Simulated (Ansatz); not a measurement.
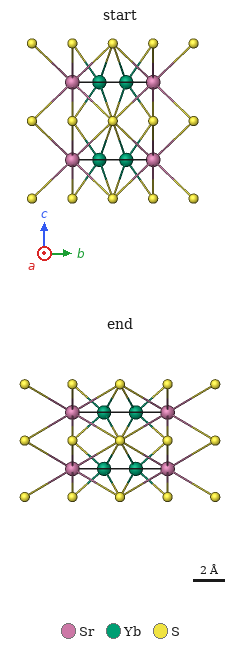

The structure of a crystal of SrYb₂S₃ (a generated structure, set up in P6/mmm) before (top) and after (bottom) a relaxation, at one scale.

A ball-and-stick model of the cell of the calculation, seen along the a axis.

Method: Ansatz, DFT PBE, scalar-relativistic, plane waves, PAW.

Input
```yaml
crystal:
  lattice:
    - [6.03011014, 0.0, 0.0]
    - [-3.01505507, 5.22222857, 0.0]
    - [0.0, 0.0, 5.01525982]
  atoms:
    - { symbol: Sr, position: [0.0, 0.0, 0.0] }
    - { symbol: Yb, position: [0.33333333, 0.66666667, 0.0] }
    - { symbol: Yb, position: [0.66666667, 0.33333333, 0.0] }
    - { symbol: S, position: [0.5, 0.0, 0.5] }
    - { symbol: S, position: [0.0, 0.5, 0.5] }
    - { symbol: S, position: [0.5, 0.5, 0.5] }
basis:
  ecutwfc: 420
kpoints:
  mp_grid: { grid: [6, 6, 8] }
hamiltonian:
  xc: pbe
scf:
  occupations: { method: gaussian, width: 0.1 }
output:
  forces: true
  stress: true
  eigenvalues: true
relax:
  adjacent_minimum: "off"
  f_tol: 0.01
  max_steps: 80
  cell: { stress_tol: 0.05 }
```

Command:
```bash
ansatz run input.yaml --threads 1 --pin off --max-ram 2048MiB --backend cpu --events-out ev --progress --plain --runs-dir out
```

Question: What changed between the two?

Answer: After 11 accepted moves (13 points after the start) the energy has fallen by 1005 meV per atom. All forces vanish by symmetry, so only the cell relaxes. Pressure: −2.28 GPa at the start and 0.00 GPa at the end. The SCF was repeated twice at an unchanged geometry on a basis and grid sized afresh for the cell, which shifted the energy by 4.3 meV per atom at most. No atom moves by more than 0.005 Å relative to the cell. Cell: a = b 6.030 → 7.107 Å (+17.9 %), c 5.015 → 3.645 Å (−27.3 %). Volume +0.9 %. Some distances before and after: Sr1–Yb2 3.481 → 4.103 Å, Yb2–Yb3 3.481 → 4.103 Å, Yb2–S4 3.053 → 2.744 Å, Sr1–S4 3.922 → 3.993 Å. Bond angles that change, for instance: Yb2–S6–Yb3 69.5° → 96.8°, S4–Yb2–S4 110.5° → 83.2°, Yb2–S6–Yb2 110.5° → 83.2°. The space group stays P6/mmm (No. 191). The run took 5.2 min on 1 thread of Arm Neoverse V1, on a shared host, peak memory 0.53 GiB.

Limits of the set-up: 4f states are treated without a Hubbard U.
